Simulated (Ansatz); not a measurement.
# UCAM-B3LYP/STO-3G run of SF (Monosulfur monofluoride)

What is the electronic atomisation energy of SF (Monosulfur monofluoride) at UCAM-B3LYP/STO-3G? 

Program for the calculation: Ansatz 0.2.0.

## 1. Starting point

SF has 2 atoms, charge 0, and is taken as a doublet. As SMILES, `F[S]`. Geometry: relaxed at GFN2-xTB.

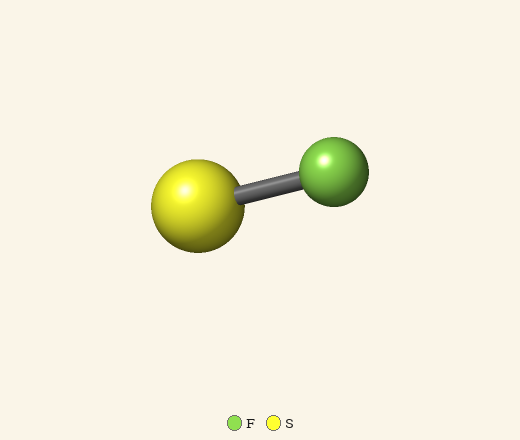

The structure, seen from a chosen angle (fluorine green, sulfur yellow).

## 2. A single-point energy at UCAM-B3LYP/STO-3G

Input file molecule.yaml:

```yaml
crystal:
  periodic: [false, false, false]
  atoms:
    - {symbol: F, position_ang: [0.000000, 0.000000, 0.000000]}
    - {symbol: S, position_ang: [0.000000, 0.000000, 1.626530]}
basis:
  gaussian: {orbitals: STO-3G}
magnetization: {spin_polarized: true, initial_magnetization: 1}
hamiltonian: {xc: {name: CAM-B3LYP}}
accuracy: high
```

The run is started by

```bash
$ ansatz run molecule.yaml --threads 1 --pin off --max-ram 2610MiB --events-out events.jsonl --progress --plain --runs-dir runs
```

Standard output:

```text
Warning: RAYON_NUM_THREADS=1 ignored (pool sized by the plan → 1); use --threads N
Functional definition: CAM-B3LYP
  name "CAM-B3LYP"
  parameter alpha = 0.19
  parameter beta = 0.46
  parameter omega = 0.33/bohr
  parameter ac = 0.81
  exchange = (1 - alpha - beta)*b88_x + beta*b88_x_sr(omega) + alpha*exact_x + beta*exact_x_lr(omega)
  correlation = (1 - ac)*vwn5_c + ac*lyp_c
224 factors; integrals over basis functions are off by at most 3.0e-8 eV
94 factors; integrals over basis functions are off by at most 2.5e-9 eV
mean field evaluation 1: about -13388.8708 eV, gradient 4.2e0 eV
mean field evaluation 2: about -13389.0222 eV, gradient 7.9e-1 eV
mean field evaluation 4: about -13389.0306 eV, gradient 1.6e-1 eV
mean field evaluation 8: about -13389.0341 eV, gradient 5.8e-3 eV
mean field evaluation 16: about -13389.0341 eV, gradient 3.8e-8 eV
mean field -13389.03414019 eV, -492.0379292386 hartree, gradient 3.8e-8 eV, S^2 0.750338; 0 other end points of the search recorded, 0 dependent functions left out
reference -13389.03414807 eV, -492.0379295281 hartree; 13, 12 occupied and 1, 2 virtual orbitals, 224 factors
Total energy: -13389.03414807 eV, -492.0379295281 hartree
```

It took 1 s on 1 thread of Arm Neoverse V1, shared host; peak memory 0.099 GiB.

## 3. The F atom at the same level

Input file job.yaml:

```yaml
crystal:
  periodic: [false, false, false]
  atoms:
    - symbol: F
      position_ang: [0.000000, 0.000000, 0.000000]
basis:
  gaussian:
    orbitals: STO-3G
magnetization:
  spin_polarized: true
  initial_magnetization: 1
hamiltonian:
  xc: {name: CAM-B3LYP}
accuracy: high
```

Run the same way, it converges to -98.23985 Eh (log not shown).

## 4. The S atom, same level

Input file run.yaml:

```yaml
basis:
  gaussian:
    orbitals: STO-3G
crystal:
  periodic: [false, false, false]
  atoms:
    - {symbol: S, position_ang: [0.000000, 0.000000, 0.000000]}
magnetization:
  spin_polarized: true
  initial_magnetization: 2
hamiltonian:
  xc: {name: CAM-B3LYP}
accuracy: high
```

The run is started by

```bash
$ ansatz run run.yaml --threads 1 --pin off --max-ram 2610MiB --events-out events.jsonl --progress --plain --runs-dir runs
```

Standard output:

```text
Warning: RAYON_NUM_THREADS=1 ignored (pool sized by the plan → 1); use --threads N
Functional definition: CAM-B3LYP
  name "CAM-B3LYP"
  parameter alpha = 0.19
  parameter beta = 0.46
  parameter omega = 0.33/bohr
  parameter ac = 0.81
  exchange = (1 - alpha - beta)*b88_x + beta*b88_x_sr(omega) + alpha*exact_x + beta*exact_x_lr(omega)
  correlation = (1 - ac)*vwn5_c + ac*lyp_c
42 factors; integrals over basis functions are off by at most 2.4e-9 eV
28 factors; integrals over basis functions are off by at most 7.9e-10 eV
mean field evaluation 1: about -10712.0860 eV, gradient 2.8e-1 eV
mean field evaluation 2: about -10712.0862 eV, gradient 7.0e-3 eV
mean field evaluation 4: about -10712.0865 eV, gradient 9.7e-7 eV
mean field evaluation 8: about -10712.0865 eV, gradient 1.7e-8 eV
mean field -10712.08648017 eV, -393.6619172333 hartree, gradient 1.7e-8 eV, S^2 2.000000; 0 other end points of the search recorded, 0 dependent functions left out
reference -10712.08648786 eV, -393.6619175160 hartree; 9, 7 occupied and 0, 2 virtual orbitals, 42 factors
Total energy: -10712.08648786 eV, -393.6619175160 hartree
```

It took 0.46 s on 1 thread of Arm Neoverse V1, shared host.

## 5. Outcome

At UCAM-B3LYP/STO-3G:

| quantity | value |
| --- | --- |
| molecule: total energy | -492.03793 Eh |
| molecule: ⟨S²⟩ | 0.750 |
| F atom: total energy | -98.23985 Eh |
| F atom: ⟨S²⟩ | 0.750 |
| S atom: total energy | -393.66192 Eh |
| S atom: ⟨S²⟩ | 2.000 |
| electronic atomisation energy | 3.705 eV |

Taking the molecule apart into free atoms costs 3.71 eV (85 kcal/mol), before zero-point energy and without spin-orbit coupling. In a minimal basis such a difference can be off by several eV, whatever the method.
